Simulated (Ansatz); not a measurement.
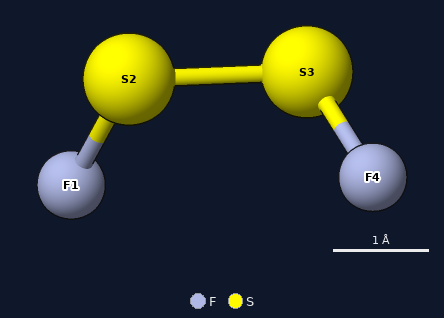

**Figure 1.** The input geometry (ball-and-stick view, seen at a tilt; atoms are numbered from 1 in the order of the input). Bond lengths as drawn: F–S 1.63 Å and S–S 1.89 Å.

S$_{2}$F$_{2}$: single-point calculation

System: S$_{2}$F$_{2}$, SMILES FSSF.
Method: RKS PBE/ANO-RCC-VTZP (Ansatz 0.2.0).

Some settings of this run were made unusual or wrong on purpose. The geometry comes from this level: PBE0-D4/def2-TZVP. Figures and captions count atoms from 1; the log counts them from 0 in places.

The program's output:
```
Functional definition: PBE
  name "PBE"
  cite "Perdew, Burke & Ernzerhof, Phys. Rev. Lett. 77, 3865 (1996) doi:10.1103/PhysRevLett.77.3865"
  parent pbe
  parameter kappa = 0.804
  parameter beta = 0.06672455060314922
  exchange = pbe_x(kappa = kappa, mu = beta*pi^2/3)
  correlation = pbe_c(beta = beta)
1098 factors; their error is unknown
mean field evaluation 1: about -27155.7397 eV, gradient 4.1e1 eV
mean field evaluation 2: about -27140.9329 eV, gradient 1.1e2 eV
mean field evaluation 4: about -27158.0014 eV, gradient 3.2e0 eV
mean field evaluation 8: about -27305.8647 eV, gradient 1.4e2 eV
mean field evaluation 16: about -27378.7346 eV, gradient 9.8e0 eV
mean field evaluation 32: about -27381.4172 eV, gradient 2.5e-1 eV
a density is far from that of the atoms, so the factors are made again for it
1146 factors; integrals over basis functions are off by at most 5.6e-5 eV
mean field evaluation 64: about -27377.5844 eV, gradient 2.8e1 eV
mean field -27381.39928562 eV, -1006.2478639674 hartree, gradient 2.1e-5 eV, S^2 0.000000; 0 other end points of the search recorded, 0 dependent functions left out
the calculation of the forces begins
reference -27381.39928573 eV, -1006.2478639717 hartree; 25, 25 occupied and 103, 103 virtual orbitals, 1146 factors
Total energy: -27381.39928573 eV, -1006.2478639717 hartree
Relativity: scalar
Atom 0 at    -1.784062    -0.198740    -0.621120 Å, force   -20.368801    -0.668276     1.532884 eV/Å
Atom 1 at    -0.467414     0.764627    -0.631879 Å, force    70.362268   -47.150043     5.245131 eV/Å
Atom 2 at     1.044718    -0.276866    -0.185188 Å, force   -57.930978    57.652935   -22.839167 eV/Å
Atom 3 at     1.206747    -0.289009     1.438186 Å, force     7.937511    -9.834616    16.061152 eV/Å
Dipole moment:    -1.148791    -0.970586     1.625888 e Å
```

This output came from the following input.

Input:
```yaml
crystal:
  periodic: [false, false, false]
  atoms:
    - {symbol: F, position_ang: [-1.784062, -0.198740, -0.621120]}
    - {symbol: S, position_ang: [-0.467414, 0.764627, -0.631879]}
    - {symbol: S, position_ang: [1.044718, -0.276866, -0.185188]}
    - {symbol: F, position_ang: [1.206747, -0.289009, 1.438186]}
basis:
  gaussian: {orbitals: ANO-RCC-VTZP, final_grid: {core_spheres: 1, valence_spheres: 1, degree: 1}}
hamiltonian: {xc: {name: PBE}}
output: {forces: true}
```

Command:
```bash
ansatz run in.yaml --threads 4 --pin off --events-out ev --progress --plain --max-ram 10444MiB
```

What the run reported:

```tsv
quantity	value
outcome	converged
total energy	−27381.3993 eV
SCF solution under orbital rotations	stable
largest force (length of the vector)	84.862 eV/Å
dipole moment	10.64 D
hardware	4 threads of Arm Neoverse V1, 23 GiB of memory available, shared host
wall time	11 s (CPU time 38 s)
peak memory	0.3 GiB
```

Diagnosis:

The input was spoiled on purpose: grid. The run converged all the same; its numbers are those of the faulty input and shouldn't be used.
